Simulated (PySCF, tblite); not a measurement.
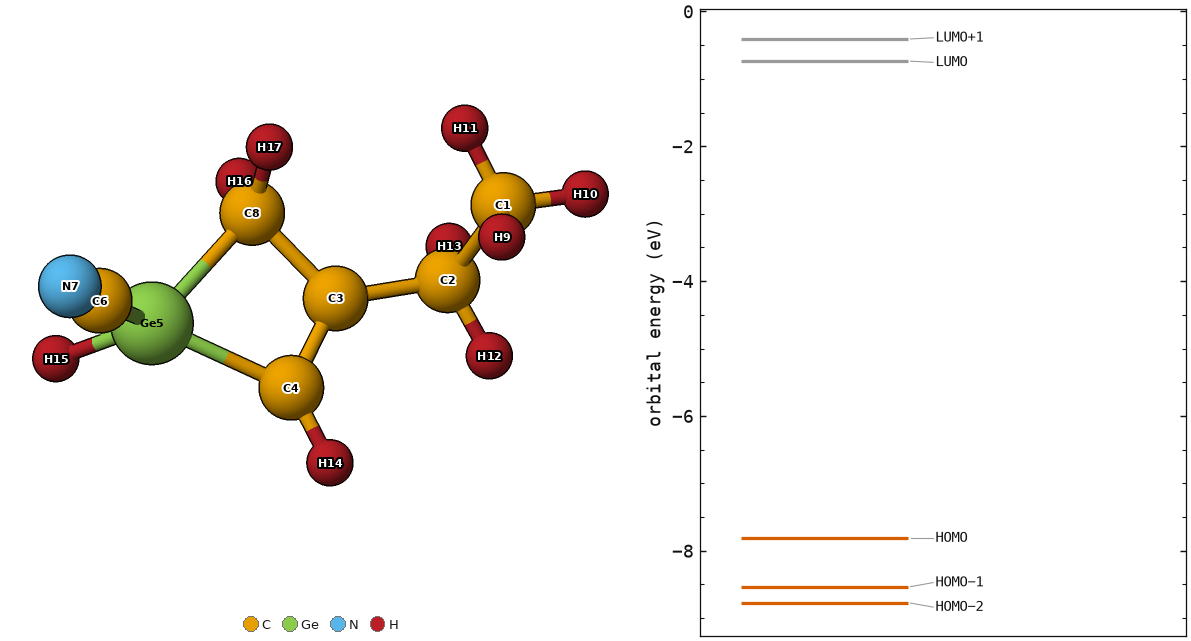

C₆H₉GeN, SMILES CCC1=[CH][Ge@@H]([C]#N)[CH2]1, singlet. Kohn-Sham orbital energies near the frontier, PBE0/def2-SVPD, PySCF 2.14.0, at a GFN2-xTB geometry (a minimum by its frequencies), isolated molecule; empty levels in grey, levels within 0.03 eV side by side.

**Where do the frontier orbitals lie?**

HOMO at −7.81 eV, LUMO at −0.74 eV, 7.07 eV apart.

**On which atoms do HOMO and LUMO mostly sit?**

HOMO: C4 37 %, C3 30 %, C8 7 %. LUMO: Ge5 29 %, C6 20 %, N7 18 % (Löwdin shares).

Note: the tight-binding geometry is rougher than a DFT one and adds to the error; one conformer of a flexible molecule; empty levels above zero depend strongly on the basis.
